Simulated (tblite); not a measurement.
**Run report: C3H9GeS (charge −1), saddle-point search**

- system: C3H9GeS, charge −1
- method: GFN2-xTB saddle search (eigenvector following) and harmonic vibrations, gas phase (tblite 0.8.0)

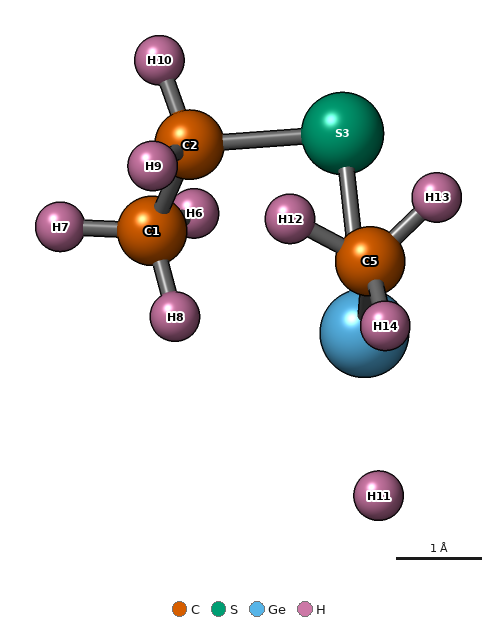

*The input geometry (ball-and-stick view, seen at a tilt; atoms are numbered from 1 in the order of the input). Sticks mark near contacts.*

## Input
```
{"job": {"xc": "GFN2-xTB", "basis": "xTB", "kind": "saddle"}, "charge": -1, "multiplicity": 1}
C     -2.346260    -0.012213     0.094696
C     -1.262313     1.037873     0.295599
S     -0.200720     1.272706    -1.161209
Ge     0.966731    -1.055093    -0.919228
C      2.578589    -0.188822     0.019396
H     -2.915536     0.212558    -0.805379
H     -3.023166    -0.027006     0.954504
H     -1.902975    -1.004430    -0.019543
H     -0.637624     0.770703     1.157880
H     -1.722502     2.008964     0.499575
H      1.850251    -2.952771    -0.712386
H      2.260891     0.260510     0.963037
H      3.008853     0.608668    -0.587624
H      3.345781    -0.931647     0.220681
```

The first line tells a small driver script what to run in tblite; the rest is the geometry in Å.

Run on 1 CPU thread, shared host.

Command:
```bash
OMP_NUM_THREADS=1 python <driver script> task.json out
```

## What the program printed
```
step      E/eV     max force
  0    -445.91203   0.0586
  1    -445.91611   0.0940
  2    -445.92654   0.0816
  3    -445.93192   0.1268
  4    -445.93711   0.1994
  5    -445.94999   0.1587
  6    -445.98042   0.2294
  7    -446.02335   0.2851
  8    -446.05984   0.3923
  9    -446.06200   0.3288
 10    -446.06200   0.3100
 11    -446.01726   0.2870
 12    -445.97634   0.2782
 13    -445.95311   0.2659
 14    -445.93898   0.3197
 15    -445.93905   0.2103
 16    -445.95175   0.1122
 17    -445.95782   0.0686
 18    -445.95907   0.0915
 19    -445.95975   0.0166
 20    -445.96061   0.0556
 21    -445.96013   0.0066
 22    -445.96086   0.0224
 23    -445.96037   0.0047
 24    -445.96076   0.0105
 25    -445.96122   0.0141
 26    -445.96174   0.0104
 27    -445.96256   0.0248
 28    -445.96354   0.0314
 29    -445.96473   0.0342
 30    -445.96611   0.0379
 31    -445.96753   0.0293
 32    -445.96958   0.0638
 33    -445.96839   0.0174
 34    -445.96957   0.0262
 35    -445.97082   0.0340
 36    -445.97223   0.0261
 37    -445.97423   0.0490
 38    -445.97655   0.0625
 39    -445.97938   0.0609
 40    -445.98401   0.0789
 41    -445.98874   0.0752
 42    -445.99448   0.1834
 43    -445.99148   0.0501
 44    -445.99534   0.0720
 45    -445.99898   0.0945
 46    -446.00385   0.0642
 47    -446.01010   0.1105
 48    -446.01682   0.1292
 49    -446.02511   0.0751
 50    -446.03046   0.2731
 51    -446.02897   0.0484
 52    -446.03380   0.0691
 53    -446.03957   0.0691
 54    -446.04802   0.0842
 55    -446.05519   0.0617
 56    -446.06322   0.1031
 57    -446.06850   0.1244
 58    -446.07185   0.1539
 59    -446.07087   0.1993
 60    -446.07254   0.2661
 61    -446.07455   0.0210
 62    -446.07469   0.0195
 63    -446.07475   0.0077
 64    -446.07476   0.0142
 65    -446.07467   0.0241
 66    -446.07476   0.0058
 67    -446.07477   0.0044
 68    -446.07477   0.0000
lowest wavenumbers (cm-1): -270.4 35.9 44.0 113.4 128.4 159.2
```

## Trajectory as extended XYZ (Å, eV, eV/Å), 8 of the 12 frames kept, from step=0 to step=68
```
14
Properties=species:S:1:pos:R:3:forces:R:3 step=0 energy=-445.91203
C    -2.3463   -0.0122    0.0947    0.0080   0.0090   0.0020
C    -1.2623    1.0379    0.2956   -0.0190   0.0010   0.0390
S    -0.2007    1.2727   -1.1612   -0.0300   0.0140   0.0260
Ge    0.9667   -1.0551   -0.9192   -0.0200  -0.0360  -0.0280
C     2.5786   -0.1888    0.0194    0.0050  -0.0020  -0.0230
H    -2.9155    0.2126   -0.8054   -0.0100   0.0100   0.0150
H    -3.0232   -0.0270    0.9545    0.0110  -0.0170  -0.0550
H    -1.9030   -1.0044   -0.0195    0.0140   0.0360  -0.0080
H    -0.6376    0.7707    1.1579    0.0240  -0.0260  -0.0340
H    -1.7225    2.0090    0.4996    0.0220   0.0050   0.0120
H     1.8503   -2.9528   -0.7124    0.0270   0.0200   0.0460
H     2.2609    0.2605    0.9630    0.0050  -0.0290   0.0090
H     3.0089    0.6087   -0.5876   -0.0350   0.0050  -0.0410
H     3.3458   -0.9316    0.2207   -0.0020   0.0100   0.0410
14
Properties=species:S:1:pos:R:3:forces:R:3 step=12 energy=-445.97634
C    -2.4166    0.0484    0.0559    0.0220   0.0120  -0.0120
C    -1.1939    0.9042    0.3549   -0.0170  -0.0440   0.0180
S    -0.2070    1.1772   -1.1409    0.0100  -0.1280   0.0110
Ge    1.0750   -1.1317   -1.0455    0.1940   0.1000  -0.0230
C     2.5566   -0.1235   -0.0419   -0.0050   0.0840  -0.0380
H    -3.0012    0.5100   -0.7409    0.0330  -0.0290   0.0590
H    -3.0455   -0.0654    0.9422   -0.0030  -0.0020   0.0020
H    -2.0986   -0.9406   -0.2823   -0.0150   0.0330   0.0140
H    -0.5654    0.4195    1.1170   -0.0400   0.0050  -0.0440
H    -1.4951    1.8879    0.7324    0.0190  -0.0670  -0.0210
H     1.9128   -2.9319   -0.3536   -0.2370   0.1380   0.0470
H     2.1467    0.4416    0.8014    0.0310  -0.0690  -0.0990
H     3.0078    0.6001   -0.7295   -0.0130  -0.0440   0.1110
H     3.3245   -0.7956    0.3309    0.0220   0.0110  -0.0260
14
Properties=species:S:1:pos:R:3:forces:R:3 step=18 energy=-445.95907
C    -2.5223    0.0958    0.0077    0.0030   0.0020   0.0000
C    -1.2094    0.7792    0.3571   -0.0060  -0.0110  -0.0060
S    -0.2329    1.1539   -1.1210   -0.0100  -0.0110   0.0150
Ge    1.0163   -1.1149   -0.7323    0.0260   0.0340   0.0190
C     2.6534   -0.0681   -0.0578   -0.0140   0.0690  -0.0250
H    -3.0825    0.7128   -0.6937    0.0110  -0.0150   0.0240
H    -3.1281   -0.0724    0.9028    0.0120   0.0050  -0.0270
H    -2.3199   -0.8658   -0.4680    0.0010   0.0330   0.0140
H    -0.6210    0.1265    1.0289   -0.0080   0.0080  -0.0160
H    -1.3903    1.7229    0.8789   -0.0060  -0.0130  -0.0080
H     1.9785   -2.8922   -0.2714    0.0060  -0.0030  -0.0020
H     2.3530    0.6789    0.6827    0.0240  -0.0560  -0.0620
H     3.1076    0.4700   -0.8957   -0.0410  -0.0440   0.0690
H     3.3976   -0.7265    0.3818    0.0010   0.0020   0.0040
14
Properties=species:S:1:pos:R:3:forces:R:3 step=30 energy=-445.96611
C    -2.5764    0.0952   -0.0584    0.0050   0.0030   0.0040
C    -1.3220    0.7674    0.4752   -0.0080  -0.0020  -0.0040
S    -0.1852    1.2380   -0.8568   -0.0060  -0.0040   0.0180
Ge    1.0265   -1.0475   -0.5698    0.0060   0.0070   0.0060
C     2.7874   -0.0753   -0.1597    0.0070   0.0260  -0.0090
H    -3.0707    0.7504   -0.7733    0.0030   0.0000   0.0010
H    -3.2702   -0.1390    0.7532    0.0040   0.0020  -0.0120
H    -2.3048   -0.8290   -0.5700    0.0000   0.0040   0.0020
H    -0.8015    0.0843    1.1690   -0.0060   0.0010  -0.0010
H    -1.5735    1.6788    1.0235   -0.0040  -0.0040  -0.0030
H     1.9536   -2.8651   -0.1416    0.0000   0.0000   0.0040
H     2.6087    0.8024    0.4641    0.0150  -0.0270  -0.0220
H     3.2340    0.2735   -1.0939   -0.0150  -0.0140   0.0260
H     3.4941   -0.7341    0.3386   -0.0010   0.0090  -0.0100
14
Properties=species:S:1:pos:R:3:forces:R:3 step=37 energy=-445.97423
C    -2.5899    0.0952   -0.0841    0.0010   0.0020   0.0000
C    -1.3712    0.7589    0.5345   -0.0060  -0.0010   0.0010
S    -0.1686    1.2841   -0.7182   -0.0010  -0.0010   0.0180
Ge    1.0309   -1.0068   -0.5155    0.0030   0.0050   0.0070
C     2.8336   -0.0765   -0.2049    0.0250   0.0230  -0.0150
H    -3.0542    0.7689   -0.8018    0.0030   0.0010  -0.0020
H    -3.3210   -0.1701    0.6837   -0.0010   0.0000  -0.0110
H    -2.2843   -0.8104   -0.6097    0.0020   0.0030  -0.0010
H    -0.8802    0.0585    1.2307   -0.0080  -0.0010   0.0040
H    -1.6585    1.6507    1.0969   -0.0070  -0.0040   0.0030
H     1.9519   -2.8406   -0.1260    0.0010   0.0010   0.0050
H     2.7037    0.8892    0.2862    0.0180  -0.0360  -0.0280
H     3.3195    0.1030   -1.1673   -0.0180  -0.0140   0.0380
H     3.4884   -0.7044    0.3955   -0.0090   0.0220  -0.0190
14
Properties=species:S:1:pos:R:3:forces:R:3 step=49 energy=-446.02511
C    -2.6328    0.1459   -0.1563    0.0140   0.0290   0.0010
C    -1.4865    0.6908    0.6809   -0.0130  -0.0270   0.0000
S    -0.1127    1.3095   -0.3345   -0.0110  -0.0100   0.0340
Ge    1.0743   -0.9568   -0.2838    0.0330   0.0240   0.0140
C     2.9221   -0.0708   -0.3380    0.0000   0.0310   0.0200
H    -2.9927    0.9122   -0.8422    0.0220  -0.0240   0.0240
H    -3.4576   -0.1780    0.4837    0.0060   0.0110  -0.0230
H    -2.2861   -0.7062   -0.7421    0.0090   0.0140  -0.0010
H    -1.1042   -0.1014    1.3450   -0.0230   0.0200  -0.0180
H    -1.8220    1.5266    1.2997   -0.0140  -0.0160   0.0010
H     2.0730   -2.7891   -0.1035    0.0000  -0.0020   0.0060
H     2.8718    1.0197   -0.3218    0.0020  -0.0700  -0.0270
H     3.4744   -0.3882   -1.2229   -0.0170  -0.0070   0.0270
H     3.4790   -0.4139    0.5357   -0.0070   0.0250  -0.0580
14
Properties=species:S:1:pos:R:3:forces:R:3 step=55 energy=-446.05519
C    -2.6052    0.1810   -0.2121    0.0110   0.0050   0.0320
C    -1.5399    0.6499    0.7669   -0.0170  -0.0010  -0.0270
S    -0.0656    1.3030   -0.0758   -0.0410  -0.0180   0.0370
Ge    1.1011   -0.9437   -0.0750    0.0430   0.0140   0.0070
C     2.9220   -0.0690   -0.4184   -0.0120  -0.0140   0.0020
H    -2.8840    0.9939   -0.8806    0.0120  -0.0010   0.0150
H    -3.4957   -0.1647    0.3214    0.0450   0.0160  -0.0390
H    -2.2129   -0.6392   -0.8151   -0.0010   0.0100   0.0130
H    -1.2323   -0.1888    1.4096   -0.0090  -0.0010  -0.0110
H    -1.9255    1.4505    1.4032    0.0020  -0.0120  -0.0160
H     2.1178   -2.7921   -0.0337   -0.0050   0.0020   0.0080
H     2.8572    1.0033   -0.6028   -0.0110  -0.0090  -0.0070
H     3.4266   -0.5493   -1.2556   -0.0220   0.0020   0.0160
H     3.5365   -0.2350    0.4681    0.0050   0.0050  -0.0300
14
Properties=species:S:1:pos:R:3:forces:R:3 step=68 energy=-446.07477
C    -2.5178    0.2307   -0.3028    0.0000   0.0000   0.0000
C    -1.5926    0.5874    0.8480    0.0000   0.0000   0.0000
S    -0.0322    1.2989    0.2503    0.0000   0.0000   0.0000
Ge    1.1688   -0.9164    0.2707    0.0000   0.0000   0.0000
C     2.8558   -0.0734   -0.5210    0.0000   0.0000   0.0000
H    -2.7011    1.1099   -0.9178    0.0000   0.0000   0.0000
H    -3.4720   -0.1525    0.0659    0.0000   0.0000   0.0000
H    -2.0488   -0.5312   -0.9265    0.0000   0.0000   0.0000
H    -1.3655   -0.3148    1.4358    0.0000   0.0000   0.0000
H    -2.0594    1.3261    1.5036    0.0000   0.0000   0.0000
H     2.2202   -2.7486    0.2969    0.0000   0.0000   0.0000
H     2.7538    0.9964   -0.7019    0.0000   0.0000   0.0000
H     3.1000   -0.5708   -1.4593    0.0000   0.0000   0.0000
H     3.6911   -0.2415    0.1580    0.0000   0.0000   0.0000
```

## Summary

| quantity | value |
| --- | --- |
| outcome | converged |
| total energy | −446.0748 eV |
| point group | C1 |
| wall time | 7.7 s |
| peak memory | 0.2 GiB |
